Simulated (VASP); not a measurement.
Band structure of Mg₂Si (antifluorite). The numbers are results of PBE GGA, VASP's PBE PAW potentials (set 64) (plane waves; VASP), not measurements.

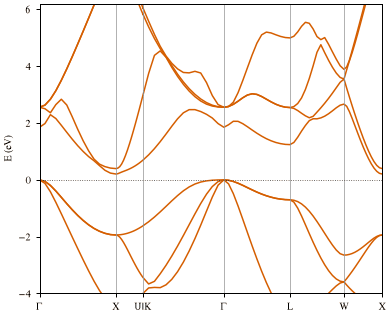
*Bands along high-symmetry lines, zero at the valence-band maximum or, without a gap, the Fermi level*

Q: Read the plot: is there a gap, and where are the band edges?

A: The gap is indirect, 0.21 eV, from the valence maximum at Γ to the conduction minimum at X. (Edges off the drawn lines would not show.)

Measured: gap 0.77 eV (computed value off by -0.56 eV), as given by Byungki Ryu et al., Journal of the Korean Physical Society (2019), arXiv:1905.06140.

The compound is Mg2Si in the antifluorite structure. It was relaxed first.
